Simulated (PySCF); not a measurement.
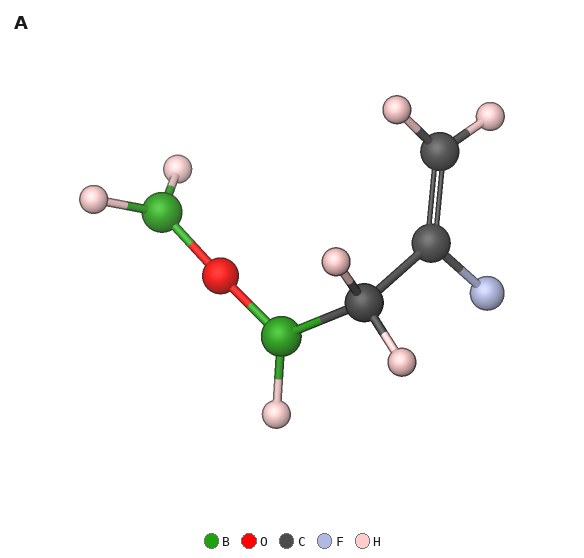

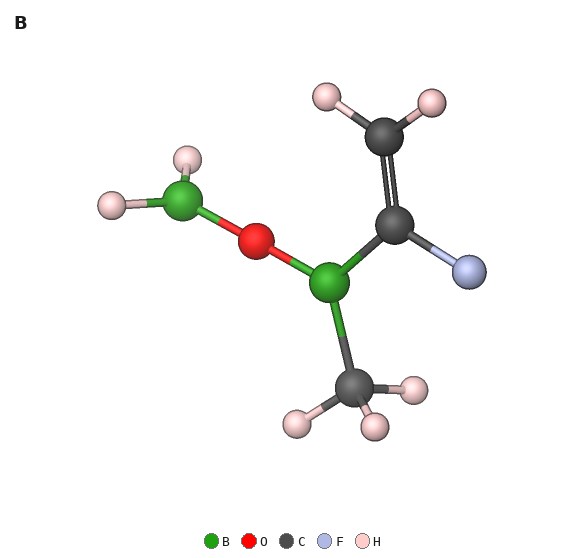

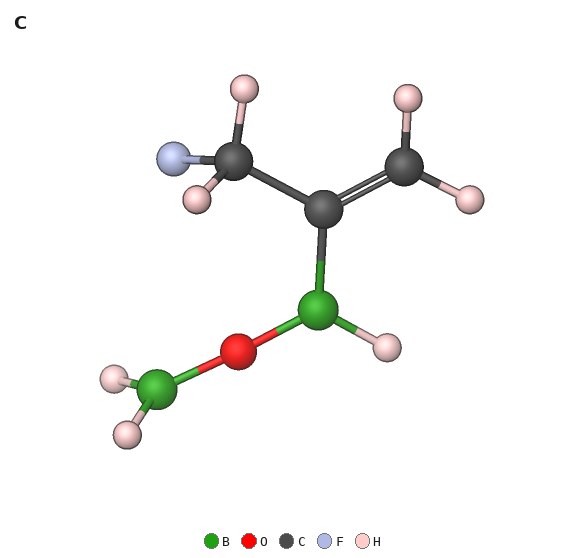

3 stationary structures of one formula. Geometries: GFN2-xTB. Electronic energies: PBE0/pcSseg-1 (PySCF 2.14.0), without zero-point energy. No frequency run is at hand to confirm each as a minimum. Each is one conformer, not always the lowest.

> Which structure is the most stable?

B is lowest; A lies 11.5 kcal/mol above it, C lies 14.0 kcal/mol above it. A is `BOBCC(=C)F`, B is `BOB(C)C(=C)F`, C is `BOBC(=C)CF`.

The geometry is semi-empirical. Around B such bond lengths and angles can be off by a tenth of an ångström or more and by several degrees, and values that hang on the shape move with them.
